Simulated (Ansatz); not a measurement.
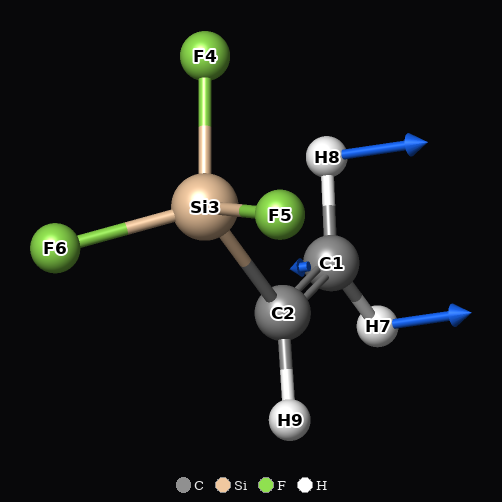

The arrows show one normal mode. Harmonic vibrations computed with RKS PBE0-D4/def2-TZVP (Ansatz 0.2.0) at a stationary point of the same level.

> What kind of motion is it?

A torsion or out-of-plane motion in which bond lengths and bond angles hardly change.

> Estimate its harmonic wavenumber.

1030 cm⁻¹; it is mode 13 of 21 counted from the lowest.
